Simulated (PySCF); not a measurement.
SMILES c1cncc(-c2ccsc2)c1 at its GFN2-xTB optimised geometry (Å):

```
18

C     -2.3327    -1.2126     0.0000
C     -2.9935     0.0072    -0.0056
N     -2.3617     1.1685    -0.0026
C     -1.0435     1.1656     0.0023
C     -0.2671     0.0041     0.0000
C      1.1904     0.0686    -0.0001
C      1.9462     1.1114    -0.6086
C      3.2818     0.9407    -0.4726
S      3.6679    -0.4833     0.4122
C      2.0040    -0.8610     0.5837
C     -0.9498    -1.2126     0.0000
H     -2.8869    -2.1387    -0.0034
H     -4.0741     0.0617    -0.0143
H     -0.5776     2.1422     0.0238
H      1.5026     1.9325    -1.1420
H      4.0741     1.5630    -0.8384
H      1.7219    -1.7356     1.1354
H     -0.3992    -2.1422    -0.0167
```

Method: B3LYP/def2-SVP in PySCF.

Map of the log10 of the electron density (e/bohr³), floored at −4 on the plane z = 1.0 Å:

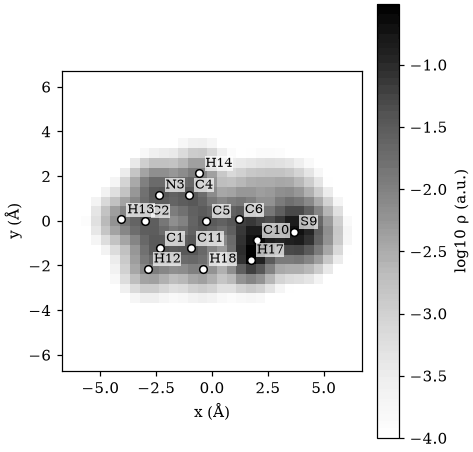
*Log10 of the electron density (e/bohr³), floored at −4 on the plane z = 1.0 Å.*
